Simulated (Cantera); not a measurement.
Input: 1 mol B2H6, a varied amount of N2, 2.1 mol H2, held at 1452 °C and 1.40 mbar.

Equilibrium computed with Cantera from the NASA thermochemical tables; the gas is ideal and each condensed phase is pure. Candidate condensed phases: B, BN; 15 gas species. The feed counts by its element totals alone. Mutual solubility and eutectic melting of coexisting phases are not modelled. The tables' values for BH2 are old estimates; treat these amounts as uncertain. The numbers say what is thermodynamically allowed, not how fast it happens.

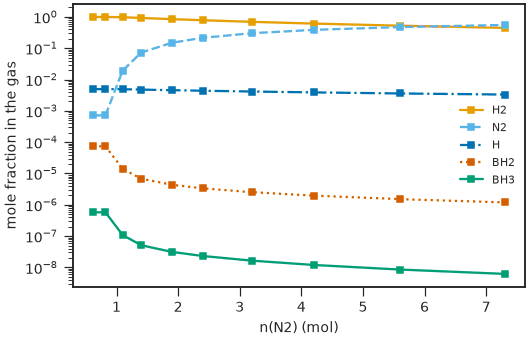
Figure: Equilibrium gas composition (values under 1e-9 drawn at 1e-9)

From 0.62 mol N2 to 0.82 mol N2 the condensed part is B(s) + BN(s). From 1.1 mol N2 to 7.3 mol N2 the condensed part is BN(s).
